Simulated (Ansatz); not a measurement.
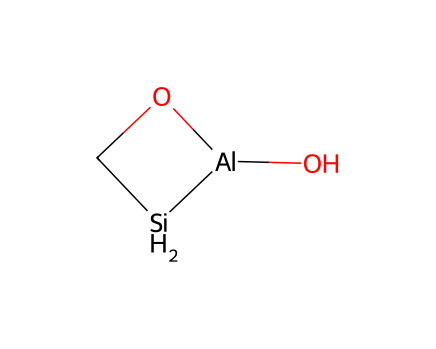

Skeletal drawing of a molecule.

Question: Write the SMILES.

Answer: [OH][Al]1[O]C[SiH2]1

Question: What is the molecular formula?

Answer: CH5AlO2Si.

Question: An optimisation with PBE0-D4/def2-TZVP gave a structure of which point group?

Answer: Cs.

More results for the same structure follow; atom numbers are the same in all pictures, views and colours differ. Computed geometry: PBE0-D4/def2-TZVP optimisation. No frequency run is at hand to confirm it as a minimum.

Shape

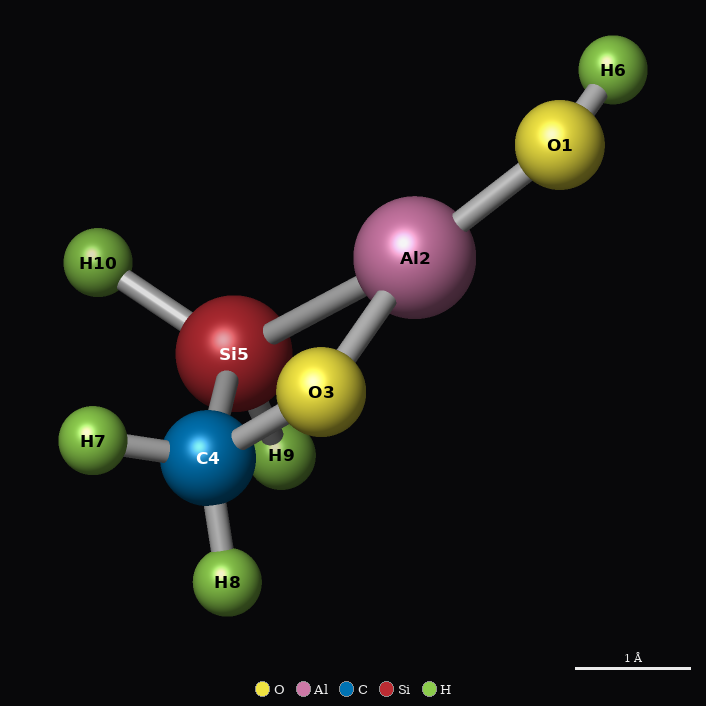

No frequency run is at hand to confirm it as a minimum.

List the bonds and their lengths.

```
   bond  length (Å)
 O1–Al2       1.685
  O1–H6       0.955
 Al2–O3       1.720
Al2–Si5       2.398
  O3–C4       1.440
 C4–Si5       1.933
  C4–H7       1.095
  C4–H8       1.095
 Si5–H9       1.490
Si5–H10       1.490
```

Dipole moment

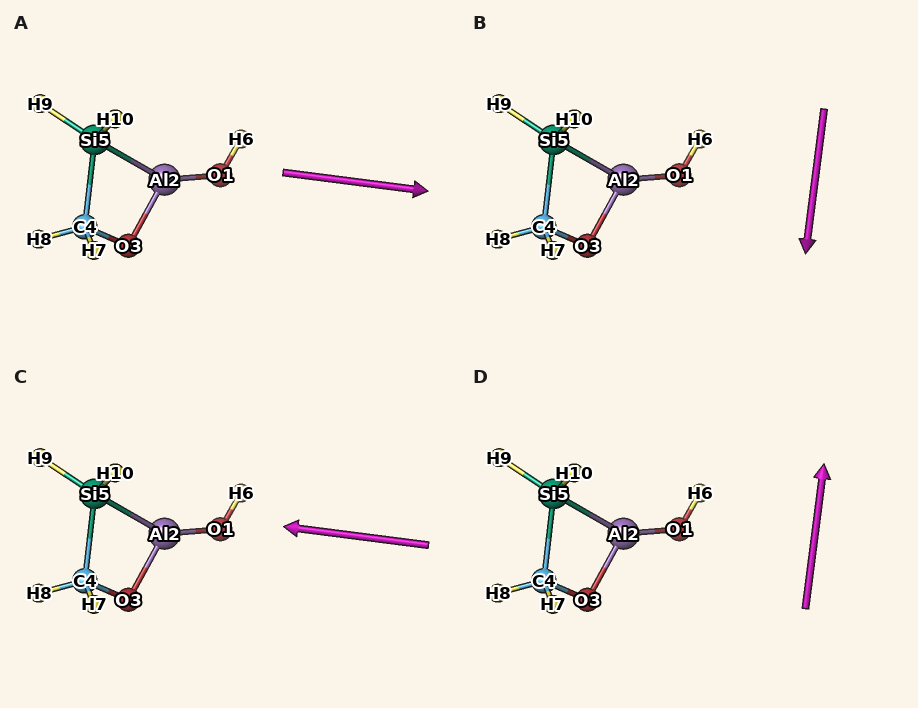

The same molecule four times, each with an arrow. No frequency run is at hand to confirm it as a minimum. Level of theory: RKS r2SCAN-D4/def2-TZVPP (Ansatz 0.2.0).

Question: Which arrow points along the dipole moment, from the negative to the positive end?

Answer: D. The dipole moment is 2.14 D; it points from the side of O3, H7, H8 to the side of H9, H10 (the outermost atoms at the two ends).

Charges

The questions are on Mulliken charges. No frequency run is at hand to confirm it as a minimum. Level of theory: RKS r2SCAN-D4/def2-TZVPP (Ansatz 0.2.0).

List the Mulliken charges.

| atom | value (e) |
| --- | --- |
| O1 | −0.42 |
| Al2 | 0.59 |
| O3 | −0.40 |
| C4 | 0.05 |
| Si5 | 0.03 |
| H6 | 0.19 |
| H7 | 0.05 |
| H8 | 0.05 |
| H9 | −0.07 |
| H10 | −0.07 |

Electronic properties

No frequency run is at hand to confirm it as a minimum. Level of theory: RKS PBE0-D4/def2-TZVPP (Ansatz 0.2.0).

Question: Estimate the HOMO–LUMO gap.

Answer: 6.42 eV.

Question: Give the dispersion correction at this level.

Answer: −17.4 kJ/mol.

Question: Give the HOMO energy (Kohn–Sham orbital) at this level.

Answer: −7.31 eV.

Mulliken values depend strongly on the basis set and can even reverse the polarity of a bond.
